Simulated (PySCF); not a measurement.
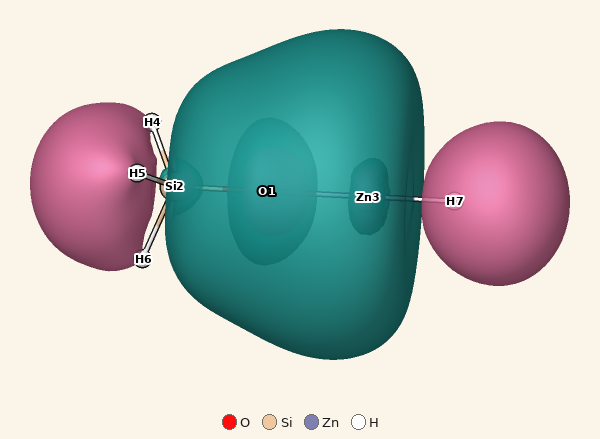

*H$_{4}$OSiZn. One frontier orbital at ±0.05 Å⁻³ᐟ² (teal and pink are the two phases), seen at a tilt.*

Geometry: PBE0-D3(BJ)/pcseg-1.

These are results of PySCF, Gaussian-basis quantum chemistry of an isolated molecule with PySCF, energy and nuclear gradient, functional PBE0, not measurements.

```xyz
7

O     0.1344    0.1903    0.5079
Si   -1.1517    1.1769    0.3434
Zn    1.5373   -0.8782    0.6855
H    -0.8387    2.3340   -0.5536
H    -1.5831    1.7331    1.6647
H    -2.3216    0.4518   -0.2456
H     2.7368   -1.7925    0.8377
```

Q: Which orbital is it: HOMO or LUMO?

A: The LUMO, at −0.63 eV. It lies mainly on Zn3 (about 50 %), Si2 (about 20 %), H7 (about 15 %) and O1 (about 10 %).
